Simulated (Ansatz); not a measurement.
A ladder of methods for BH5S (B(H2S)H3)

BH5S: 7 atoms, total charge 0, spin state singlet. SMILES: `[H]B([H])([H])<-S`. Geometry: relaxed at GFN2-xTB.

Quantity: the electronic atomisation energy, in eV. The values are calculated. Electronic energies at fixed atoms, without zero-point motion or spin-orbit coupling.

| level | kind | program | value (eV) | less CCSDT/STO-3G | CPU time (all runs) |
| --- | --- | --- | --- | --- | --- |
| BLYP/STO-3G | GGA | Ansatz | 27.64 | +3.73 | 2.3 s |
| r2SCAN/STO-3G | meta-GGA | Ansatz | 27.75 | +3.84 | 5.3 s |
| BHLYP/STO-3G | global hybrid | Ansatz | 27.04 | +3.13 | 1.5 s |
| r2SCAN0/STO-3G | hybrid meta-GGA | Ansatz | 27.42 | +3.51 | 4.3 s |
| CAM-B3LYP/STO-3G | range-separated hybrid | Ansatz | 27.91 | +4.00 | 1.9 s |
| B2PLYP/STO-3G | double hybrid | Ansatz | 26.31 | +2.40 | 2 s |
| RPA@PBE/STO-3G | RPA | Ansatz | 23.74 | -0.17 | 2.6 s |
| MP2/STO-3G | perturbation theory | Ansatz | 23.62 | -0.29 | 0.16 s |
| CCSD/STO-3G | coupled cluster or CI | Ansatz | 23.89 | -0.02 | 0.28 s |
| CCSDT/STO-3G | coupled cluster or CI | Ansatz | 23.91 | 0.00 | 0.69 s |

CCSDT/STO-3G is the highest level here, not the true value. The values span 23.62 to 27.91 eV. All rows use very small basis sets, so even the best lies far from the true value. CPU times are rough (shared hosts, several kinds of processor): they show what a rung costs within a factor of a few.

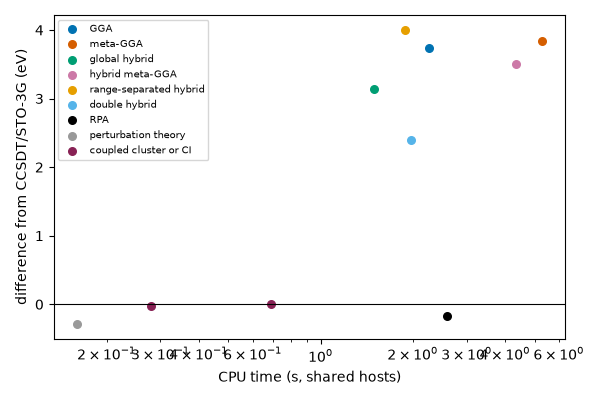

Difference from CCSDT/STO-3G against processor time, one point a level.
